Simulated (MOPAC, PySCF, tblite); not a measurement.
Breaking a bond: H₆GeSi, SMILES [SiH3][GeH3]. The Si1–Ge5 bond (Si1 also carries H, H, H; Ge5 carries H, H, H) is varied alone, starting from the PBE0/def2-TZVP optimised geometry.

```
8

Si     0.0000     0.0000     0.0000
H     -1.2089    -0.6980    -0.5121
H      1.2089    -0.6980    -0.5122
H      0.0000     1.3959    -0.5122
Ge     0.0000     0.0000     2.3794
H     -0.0002    -1.4394     2.9214
H      1.2466     0.7196     2.9215
H     -1.2465     0.7198     2.9214
```

Computed with: AM1, restricted, heats of formation (MOPAC); RHF/cc-pVDZ (PySCF); GFN2-xTB, 300 K electronic temperature (tblite); CASSCF(2,2)/cc-pVDZ (PySCF); UKS-LDA (SVWN5) = unrestricted LDA (SVWN5)/cc-pVDZ run with PySCF.

Energies are in kJ/mol, each relative to the lowest point of its own curve near equilibrium.

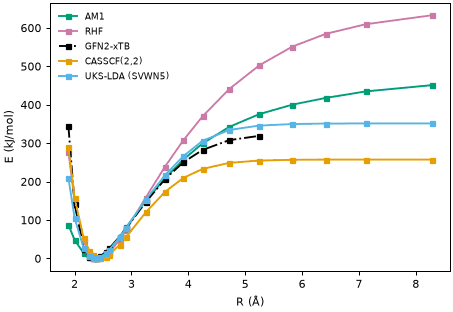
Figure: Energy against bond length for each method.

| R / Å | AM1 | RHF | GFN2-xTB | CASSCF(2,2) | UKS-LDA (SVWN5) |
|---|---|---|---|---|---|
| 1.89 | 87.8 | 277.8 | 345.4 | 291.0 | 210.0 |
| 2.00 | 47.8 | 148.6 | 140.5 | 156.4 | 105.0 |
| 2.16 | 13.5 | 44.9 | 25.4 | 52.9 | 26.1 |
| 2.26 | 2.8 | 14.2 | 3.8 | 19.7 | 5.7 |
| 2.32 | 0.1 | 4.5 | 0.0 | 8.4 | 0.8 |
| 2.38 | 0.0 | 0.0 | 0.7 | 2.2 | 0.0 |
| 2.45 | 3.2 | 0.0 | 5.4 | 0.0 | 3.2 |
| 2.55 | 13.2 | 7.5 | 17.0 | 4.1 | 13.7 |
| 2.61 | 21.9 | 15.3 | 25.8 | 9.7 | 22.4 |
| 2.79 | 55.9 | 48.1 | 56.8 | 35.2 | 55.2 |
| 2.91 | 81.5 | 75.0 | 79.3 | 56.4 | 80.2 |
| 3.25 | 149.6 | 158.2 | 146.4 | 119.6 | 152.5 |
| 3.59 | 208.3 | 238.9 | 206.3 | 173.3 | 216.7 |
| 3.91 | 257.0 | 307.0 | 249.9 | 209.3 | 265.7 |
| 4.25 | 299.2 | 369.6 | 282.2 | 232.9 | 306.0 |
| 4.72 | 342.2 | 440.9 | 307.8 | 248.6 | 334.2 |
| 5.25 | 375.5 | 502.6 | 318.9 | 254.7 | 345.6 |
| 5.83 | 400.1 | 551.2 | — | 256.6 | 349.6 |
| 6.42 | 417.7 | 584.4 | — | 257.0 | 350.8 |
| 7.12 | 434.5 | 609.4 | — | 257.2 | 351.2 |
| 8.28 | 450.8 | 632.6 | — | 257.2 | 351.3 |

At the longest distance, 8.28 Å, RHF lies highest above its minimum (632.6 kJ/mol) and CASSCF(2,2) lowest (257.2 kJ/mol).

A dash means that the run gave no value there, or that the column was ended at a point which the program doubted or which failed a test of continuity chosen for this set; such a test can also cut sound points.

The restricted form behind AM1, RHF keeps the bonding electrons paired and can't separate into open-shell fragments. The unrestricted determinant behind UKS-LDA (SVWN5) is spin-contaminated at 4.25 to 8.28 Å (<S²> up to 1.0, against 0.00 for a pure singlet).
